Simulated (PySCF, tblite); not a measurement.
# C₅H₅F₃N radical: geometry, infrared bands and EPR parameters

Aim: predict the infrared bands and EPR parameters of C₅H₅F₃N radical (`FC(F)(F)[C@@H]1C=C[CH]N1`).

Programs: tblite 0.8.0 and PySCF 2.14.0, with density-fitted response routines of our own. Each step states its level of theory. These are calculated values for one molecule in the gas phase, unless marked as measured. Atoms count from 0, in the outputs and in this text.

### Step 1. The molecule as given

14 atoms, charge 0, multiplicity 2; geometry from: force field or distance geometry start.

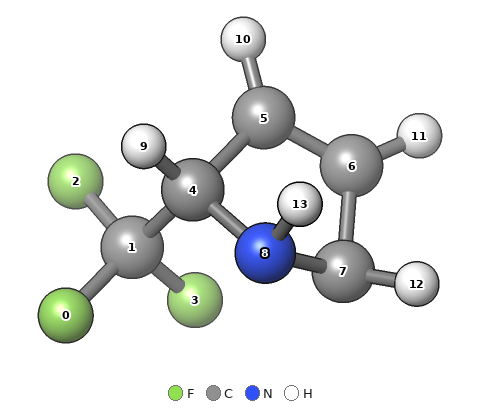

As it starts; fluorine green, carbon grey, nitrogen blue, hydrogen white, atoms numbered.

### Step 2. Geometry optimisation with GFN2-xTB

Job settings and geometry (Å):

```
{"job": {"kind": "relax", "xc": "GFN2-xTB", "basis": "xTB"}, "charge": 0, "multiplicity": 2}
F      2.587300    -0.104800    -0.929200
C      1.647400     0.202300     0.054900
F      2.114400     1.278800     0.794900
F      1.558600    -0.850500     0.963400
C      0.326400     0.510800    -0.558000
C     -0.657800     0.831500     0.531300
C     -1.268300    -0.298200     0.861500
C     -0.723500    -1.411100     0.011700
N     -0.304700    -0.643400    -1.167100
H      0.384600     1.358200    -1.257700
H     -0.810600     1.835000     0.963000
H     -2.036400    -0.424900     1.623900
H     -1.625700    -2.004100    -0.327800
H     -1.192400    -0.280000    -1.587000
```

On the command line:

```sh
$ OMP_NUM_THREADS=1 python probes_run.py task.json out
```

This one command runs all jobs of the session in turn.

**Question.** This job is followed by: GFN2-xTB harmonic vibrations, gas phase; UKS B3LYP, pcH-1 on C F H N, non-relativistic, mean-field spin-orbit, GIAO. Predict these results of the whole session: strongest single infrared mode (GFN2-xTB); zero-point energy (GFN2-xTB); g(iso) (B3LYP); ⟨S²⟩; largest a(iso) (averaged by class); surface potential, least and greatest.

The runs gave:

```
                                 quantity                  value
strongest single infrared mode (GFN2-xTB)  1038 cm⁻¹, 278 km/mol
             zero-point energy (GFN2-xTB)          58.1 kcal/mol
                           g(iso) (B3LYP)                2.00295
                                     ⟨S²⟩     0.767 (exact 0.75)
       largest a(iso) (averaged by class)   13C on C1, 108.3 MHz
    surface potential, least and greatest     -0.77 V and 1.98 V
```

In words: Over 65 steps the energy fell by 2.278 eV; of the close pairs, C6–C7 changed most, 1.503 to 1.383 Å. No mode is imaginary among the 36: a minimum at this level. The strongest single mode, at 1038 cm⁻¹, moves mainly C1. GFN2-xTB is a fitted tight-binding method: band positions and strengths are rough. Its intensities can rank the bands wrongly. The largest spin populations lie on C5 (0.56 e), C7 (0.49 e). The isotropic g lies 0.6 ppt above the free-electron value.
